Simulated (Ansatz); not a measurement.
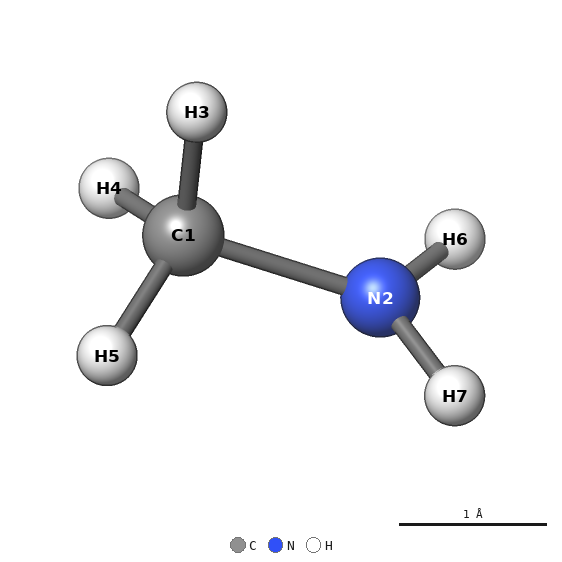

State: charge +1, doublet. Geometry: a fixed input geometry, not necessarily a minimum. Basis: def2-SVP. Computed at fixed atoms with Ansatz. R, U and RO name restricted, unrestricted and restricted open-shell orbitals; core potentials come with def2 and Stuttgart sets past Kr, some runs use density fitting (about 1 meV), and each entry rests on the lowest determinant that the runs found.

```xyz
7
charge 1, multiplicity 2
C    -0.3729    0.0410   -0.6588
N     0.1975    0.0347    0.6745
H    -1.4052    0.3935   -0.5648
H     0.1940    0.7228   -1.2862
H    -0.3654   -0.9713   -1.0535
H     0.6668    0.8481    1.0623
H     0.0997   -0.7634    1.2957
```

Give total energies (hartree), correlation energies and ⟨S²⟩ of the determinant for U-MP2 (2 frozen); UHF.

```csv
method,energy (Eh),correlation (mEh),⟨S²⟩
UHF,-94.8669,–,0.76
U-MP2 (2 frozen),-95.1486,-281.7,0.76
```
